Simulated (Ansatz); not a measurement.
LuAlAs₂ (space group R-3m, No. 166): coordinates from a relaxation with DFT, PBE, plane waves, PAW in Ansatz; the starting structure was generated, so it need not be a known form of this composition.

```yaml
crystal:
  lattice:
    - [3.89828, 0.00000, 0.00000]
    - [-1.94914, 3.37601, 0.00000]
    - [0.00000, 0.00000, 19.07821]
  atoms:
    - { symbol: Al, position: [0.00000, 0.00000, 0.00000] }
    - { symbol: Lu, position: [0.66667, 0.33333, 0.83333] }
    - { symbol: As, position: [0.33333, 0.66667, 0.92538] }
    - { symbol: As, position: [0.00000, 0.00000, 0.74128] }
    - { symbol: Al, position: [0.66667, 0.33333, 0.33333] }
    - { symbol: Lu, position: [0.33333, 0.66667, 0.16667] }
    - { symbol: As, position: [0.00000, 0.00000, 0.25872] }
    - { symbol: As, position: [0.66667, 0.33333, 0.07462] }
    - { symbol: Al, position: [0.33333, 0.66667, 0.66667] }
    - { symbol: Lu, position: [0.00000, 0.00000, 0.50000] }
    - { symbol: As, position: [0.66667, 0.33333, 0.59205] }
    - { symbol: As, position: [0.33333, 0.66667, 0.40795] }
```

Describe how the polyhedra about Lu are linked (bonds: As–Lu below 3.2 Å).

Lu: LuAs6 octahedron, sharing edges with six neighbours.

They form layers of edge-sharing octahedra parallel to (001). Their corner atoms also have Al as close neighbours (those links are not drawn).

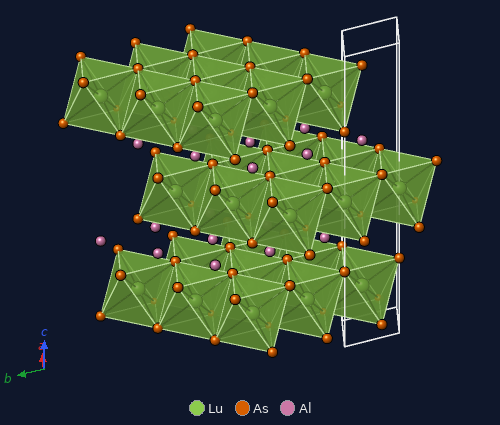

Polyhedra are drawn about Lu (bonds: As–Lu below 3.2 Å); other atoms are plain spheres.
